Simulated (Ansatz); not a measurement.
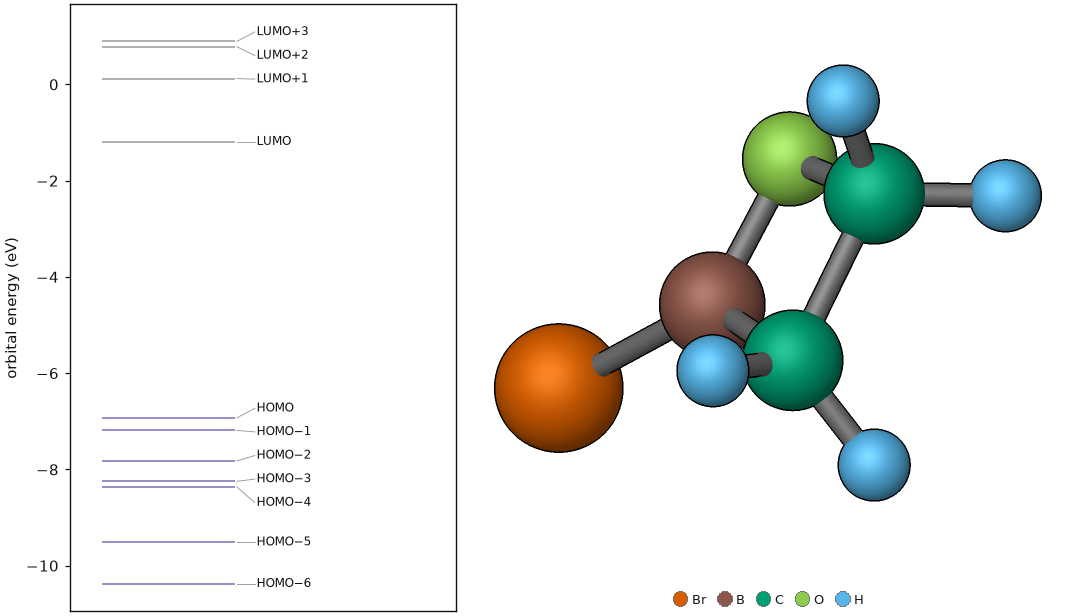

C₂H₄BBrO, SMILES BrB1CCO1. Kohn-Sham orbital energies near the frontier, PBE/def2-TZVPP with the Ansatz code, at a PBE0-D4/def2-TZVP geometry (no frequency check), isolated molecule; empty levels in grey, levels within 0.03 eV side by side.

Where do the frontier orbitals lie?

HOMO at −6.93 eV, LUMO at −1.19 eV, 5.74 eV apart.

How far below the HOMO does the next level lie?

0.26 eV.

Note: no scalar relativity up to krypton; spin-orbit coupling is left out, and with Br it can shift these levels and split any degenerate set; empty levels above zero depend strongly on the basis.
